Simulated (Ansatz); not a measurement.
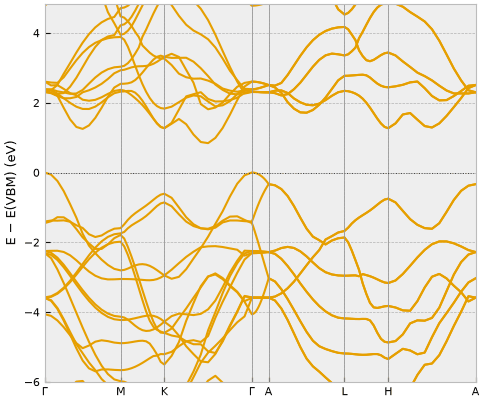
Band structure from plane-wave PAW LDA (Ansatz code)

Problem. Read off the gap and where the band edges lie.

Solution. About 0.8 eV (0.83 eV by a search for the band edges); maximum at Γ, minimum on the K–Γ line, 47 % of the way from K.

Problem. Which of these materials gives this?
A. BeS, P6_422 (Be on 3c, S on 3d)
B. GaN, P6_3/mmc (Ga on 2d, N on 2b)
C. GaN, wurtzite
D. WS2, P6_3/mmc (W on 2c, S on 4f)

Solution. D, WS2, P6_3/mmc (W on 2c, S on 4f)

The cell was relaxed with LDA under the symmetry of its start. No spin polarisation was allowed. A crystal of weakly bound layers computed without a dispersion correction: the cell and the soft elastic constants depend strongly on that. Scalar-relativistic: spin–orbit coupling is off unless named, which matters more the heavier the elements.

Potentials: the earlier of the program's two PAW sets. The files were generated under PBE; for other functionals the program regenerates the frozen cores, and for LDA and PBEsol the local potential too.
